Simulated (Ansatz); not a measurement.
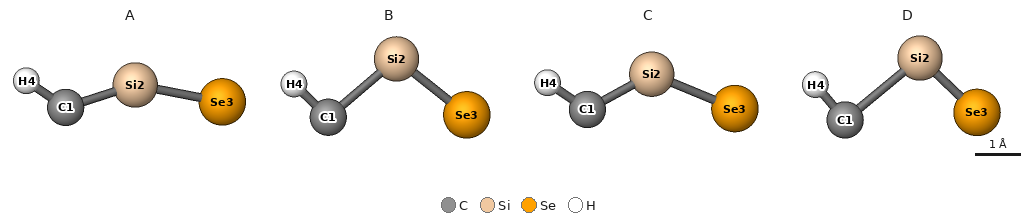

4 geometries from one relaxation of CHSeSi (multiplicity 2), in shuffled order. The picture is a ball-and-stick view, seen from a free direction.

It is one of the separated reactants of a reaction.

All numbers below come from UKS PBE-D4/def2-SVP (Ansatz 0.2.0). (force threshold 0.03 eV/Å; at most 250 steps)

### Order the frames from highest to lowest energy.

D, B, C, A. They are steps 0, 1, 3, 7, at +3.715 eV, +1.540 eV, +0.197 eV relative to the last. After 6 accepted moves (7 points after the start) the energy has fallen by 3.715 eV. The largest force component goes from 10 to 0.027 eV/Å. The line search rejected the trial step at point 5 of the run. The largest move after the best rigid fit is that of Si2, 0.63 Å. By element the largest moves are Si 0.63 Å, Se 0.58 Å, H 0.30 Å, C 0.29 Å. Near-neighbour distances that change, for instance: C1–Si2 2.259 → 1.728 Å, Si2–Se3 1.818 → 2.100 Å, C1–H4 1.060 → 1.106 Å. Among the angles between lasting bonds that change: C1–Si2–Se3 100.0° → 152.6°, Si2–C1–H4 93.7° → 130.3°.
